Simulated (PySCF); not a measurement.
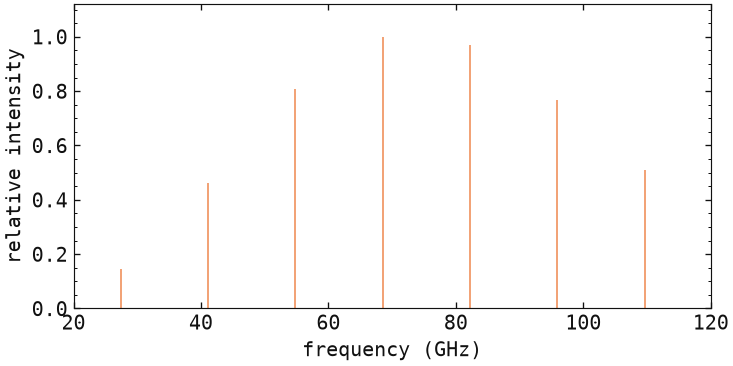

Simulated rotational absorption lines between 20 and 120 GHz at 6 K: rigid rotor with the equilibrium constants and dipole of one optimised conformer (PBE0-D3(BJ)/def2-SVP, PySCF), commonest isotopes; no centrifugal distortion, hyperfine structure, internal rotation or nuclear-spin weights; lines within 1 MHz of each other are summed.

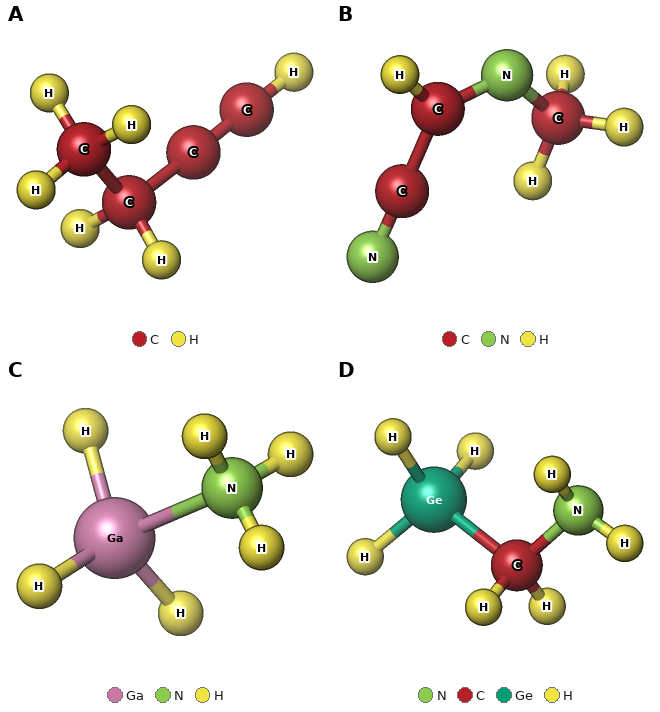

Which molecule gives this spectrum? Choose among the lettered structures.

Answer. Structure C, GaNH₆, singlet. Rotational constants A, B, C = 49.78, 6.852, 6.852 GHz, |μa|, |μb|, |μc| = 5.34, 0.00, 0.00 D.

Note: coarse grid, loose stop and no frequency check, small forces are noise and the end may be a saddle.
